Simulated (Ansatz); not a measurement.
# C2H6Cl2Si (SMILES C[Si](C)(Cl)Cl): levels of theory compared

We compute a comparison of 6 runs (B3LYP/def2-SVP, BHLYP/def2-SVP, revPBE/def2-SVP, RPA@PBE/def2-SVP, MP2/def2-SVP, CCSD(T)/def2-SVP) of C2H6Cl2Si. 

Program for the calculation: Ansatz 0.2.0.

81 further runs of the same task are left out: 81 set aside as unsound or not needed.

**1. The structure to begin with**

C2H6Cl2Si: 11 atoms, total charge 0, spin state singlet. SMILES: `C[Si](C)(Cl)Cl`. The Si2–Cl5 distance was set to 3.087 Å, away from the relaxed value. At this shape a bond of the SMILES string is far longer than usual.

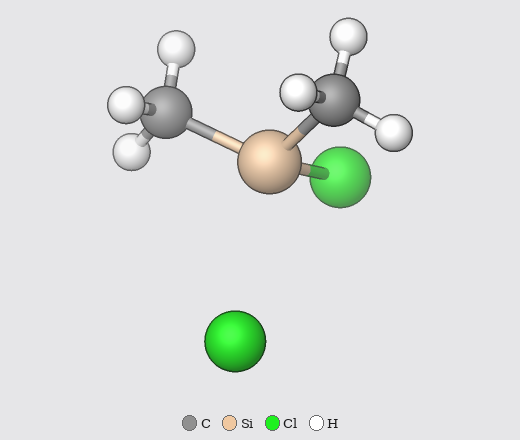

Viewed from a chosen angle; carbon grey, silicon light orange, chlorine green, hydrogen white.

**2. A single-point energy at B3LYP/def2-SVP (run 1)**

Input file molecule.yaml:

```yaml
crystal:
  periodic: [false, false, false]
  atoms:
    - {symbol: C, position_ang: [-1.825262, -0.705394, 0.510270]}
    - {symbol: Si, position_ang: [-0.301042, -0.564944, -0.529750]}
    - {symbol: C, position_ang: [1.063448, -1.719344, -0.050020]}
    - {symbol: Cl, position_ang: [-0.808312, -0.926164, -2.491400]}
    - {symbol: Cl, position_ang: [0.750400, 2.332220, -0.351670]}
    - {symbol: H, position_ang: [-1.591362, -0.489644, 1.555630]}
    - {symbol: H, position_ang: [-2.585442, 0.001126, 0.172490]}
    - {symbol: H, position_ang: [-2.236802, -1.715494, 0.444150]}
    - {symbol: H, position_ang: [1.373918, -1.530804, 0.980560]}
    - {symbol: H, position_ang: [1.927518, -1.582634, -0.702590]}
    - {symbol: H, position_ang: [0.728118, -2.756154, -0.131260]}
basis:
  gaussian:
    orbitals: def2-SVP
total_charge: 0
hamiltonian:
  xc: {name: B3LYP}
output: {orbitals: {seedname: orbitals}}
accuracy: high
```

Command:

```console
$ ansatz run molecule.yaml --threads 1 --pin off --max-ram 3480MiB --events-out events.jsonl --progress --plain --runs-dir runs
```

What it wrote:

```text
Warning: RAYON_NUM_THREADS=1 ignored (pool sized by the plan → 1); use --threads N
Functional definition: B3LYP
  name "B3LYP"
  parameter a0 = 0.2
  parameter ax = 0.72
  parameter ac = 0.81
  exchange = (1 - a0 - ax)*slater_x + ax*b88_x + a0*exact_x
  correlation = (1 - ac)*vwn_rpa_c + ac*lyp_c
2477 factors; integrals over basis functions are off by at most 9.2e-9 eV
mean field evaluation 1: about -35075.2680 eV, gradient 6.3e1 eV
mean field evaluation 2: about -35065.4542 eV, gradient 8.1e1 eV
mean field evaluation 4: about -35085.2064 eV, gradient 4.8e0 eV
mean field evaluation 8: about -35085.4341 eV, gradient 1.5e-1 eV
mean field evaluation 16: about -35085.4342 eV, gradient 3.7e-5 eV
mean field -35085.43419525 eV, -1289.3659249139 hartree, gradient 1.1e-8 eV, S^2 0.000000; 0 other end points of the search recorded, 0 dependent functions left out
reference -35085.43423751 eV, -1289.3659264671 hartree; 33, 33 occupied and 79, 79 virtual orbitals, 2477 factors
Total energy: -35085.43423751 eV, -1289.3659264671 hartree
```

Run time: 17 s. Hardware: 1 thread of Arm Neoverse V1, shared host; peak memory 0.46 GiB.

**3. A single-point energy at BHLYP/def2-SVP (run 2)**

Input file run.yaml:

```yaml
crystal:
  periodic: [false, false, false]
  atoms:
    - {symbol: C, position_ang: [-1.825262, -0.705394, 0.510270]}
    - {symbol: Si, position_ang: [-0.301042, -0.564944, -0.529750]}
    - {symbol: C, position_ang: [1.063448, -1.719344, -0.050020]}
    - {symbol: Cl, position_ang: [-0.808312, -0.926164, -2.491400]}
    - {symbol: Cl, position_ang: [0.750400, 2.332220, -0.351670]}
    - {symbol: H, position_ang: [-1.591362, -0.489644, 1.555630]}
    - {symbol: H, position_ang: [-2.585442, 0.001126, 0.172490]}
    - {symbol: H, position_ang: [-2.236802, -1.715494, 0.444150]}
    - {symbol: H, position_ang: [1.373918, -1.530804, 0.980560]}
    - {symbol: H, position_ang: [1.927518, -1.582634, -0.702590]}
    - {symbol: H, position_ang: [0.728118, -2.756154, -0.131260]}
basis:
  gaussian: {orbitals: def2-SVP}
hamiltonian: {xc: {name: BHLYP}}
accuracy: high
output: {orbitals: {seedname: orbitals}}
```

Command:

```console
$ ansatz run run.yaml --threads 1 --pin off --max-ram 3480MiB --events-out events.jsonl --progress --plain --runs-dir runs
```

What it wrote:

```text
Warning: RAYON_NUM_THREADS=1 ignored (pool sized by the plan → 1); use --threads N
Functional definition: BHLYP
  name "BHLYP"
  parameter a = 0.5
  exchange = (1 - a)*b88_x + a*exact_x
  correlation = lyp_c
2477 factors; integrals over basis functions are off by at most 9.2e-9 eV
mean field evaluation 1: about -35076.2117 eV, gradient 4.7e1 eV
mean field evaluation 2: about -35076.7218 eV, gradient 4.4e1 eV
mean field evaluation 4: about -35082.0448 eV, gradient 1.9e0 eV
mean field evaluation 8: about -35082.4791 eV, gradient 1.1e-1 eV
mean field evaluation 16: about -35082.4793 eV, gradient 2.4e-4 eV
mean field -35082.47926452 eV, -1289.2573332125 hartree, gradient 3.7e-8 eV, S^2 0.000000; 0 other end points of the search recorded, 0 dependent functions left out
reference -35082.47929312 eV, -1289.2573342637 hartree; 33, 33 occupied and 79, 79 virtual orbitals, 2477 factors
Total energy: -35082.47929312 eV, -1289.2573342637 hartree
```

Wall time 19 s (1 thread of Arm Neoverse V1, shared host); peak memory 0.46 GiB.

Runs 3 to 5 aren't shown in full; the table further down has their settings and results.

**4. A single-point energy at CCSD(T)/def2-SVP (run 6)**

Input file input.yaml:

```yaml
crystal:
  periodic: [false, false, false]
  atoms:
    - {symbol: C, position_ang: [-1.825262, -0.705394, 0.510270]}
    - {symbol: Si, position_ang: [-0.301042, -0.564944, -0.529750]}
    - {symbol: C, position_ang: [1.063448, -1.719344, -0.050020]}
    - {symbol: Cl, position_ang: [-0.808312, -0.926164, -2.491400]}
    - {symbol: Cl, position_ang: [0.750400, 2.332220, -0.351670]}
    - {symbol: H, position_ang: [-1.591362, -0.489644, 1.555630]}
    - {symbol: H, position_ang: [-2.585442, 0.001126, 0.172490]}
    - {symbol: H, position_ang: [-2.236802, -1.715494, 0.444150]}
    - {symbol: H, position_ang: [1.373918, -1.530804, 0.980560]}
    - {symbol: H, position_ang: [1.927518, -1.582634, -0.702590]}
    - {symbol: H, position_ang: [0.728118, -2.756154, -0.131260]}
basis:
  gaussian:
    orbitals: def2-SVP
scf:
  omitted_lower_state_checks: [cluster_reference, increment]
accuracy: high
correlation:
  method: ccsd_t
  frozen_orbitals: {C: 1, Cl: 5, H: 0, Si: 5}
```

Command:

```console
$ ansatz run input.yaml --threads 1 --pin off --max-ram 3480MiB --events-out events.jsonl --progress --plain --runs-dir runs
```

What it wrote (excerpt; [...] marks lines left out):

```text
Warning: RAYON_NUM_THREADS=1 ignored (pool sized by the plan → 1); use --threads N
Functional definition: HF
  name "HF"
[...]
2477 factors; integrals over basis functions are off by at most 9.2e-9 eV
[...]
mean field -35014.40050232 eV, -1286.7554848472 hartree, gradient 4.5e-8 eV, S^2 0.000000; 0 other end points of the search recorded, 0 dependent functions left out; unrestricted orbitals would lower it
17 core orbitals not correlated: weight in the atoms' cores, before any rotation towards them, 1.000 or more for the frozen orbitals, at most 0.000 for the correlated occupied ones
reference -35014.40050232 eV, -1286.7554848472 hartree; 16, 16 occupied and 79, 79 virtual orbitals, 2477 factors
second order -17.63233117 eV of doubles, -0.00000000 eV of singles
cycle   1  -18.81408834 eV  change    -1.2e0 eV  update   1.1e-1
[...]
cycle  24  -19.38754376 eV  change    2.5e-9 eV  update   2.5e-9
perturbative correction -0.57145782 eV, -0.0210006876 hartree
Total energy: -35034.35950390 eV, -1287.4889646265 hartree
Checks for a lower state left out: cluster_reference, increment
```

Run time: 77 s. Hardware: 1 thread of Arm Neoverse V1, shared host; peak memory 0.85 GiB.

**5. The series**

```csv
run,level,frozen core orbitals,energy (Eh),wall time
1,B3LYP/def2-SVP,–,-1289.365926,17 s
2,BHLYP/def2-SVP,–,-1289.257334,19 s
3,revPBE/def2-SVP,–,-1289.065016,13 s
4,RPA@PBE/def2-SVP,17,-1287.810385,26 s
5,MP2/def2-SVP,17,-1287.403461,11 s
6,CCSD(T)/def2-SVP,17,-1287.488965,77 s
```

**6. Results**

| quantity | value |
| --- | --- |
| run 6: total energy | -1287.48896 Eh |
| run 6: correlation energy (17 core orbitals frozen) | -733.5 mEh |
| run 6: (T) correction | -21.00 mEh |
| run 6: T1 diagnostic | 0.017 |

In words: Over runs 1, 2, 3 the HOMO–LUMO gap runs from 1.83 eV (revPBE/def2-SVP) to 5.96 eV (BHLYP/def2-SVP). Totals of different functionals can't be ranked against each other. In runs 5, 6 the log says that unrestricted orbitals would lower the reference, so the values rest on an unstable closed-shell determinant (other closed-shell runs at this shape may share the fault). All runs together took 2.7 min, the longest 77 s.
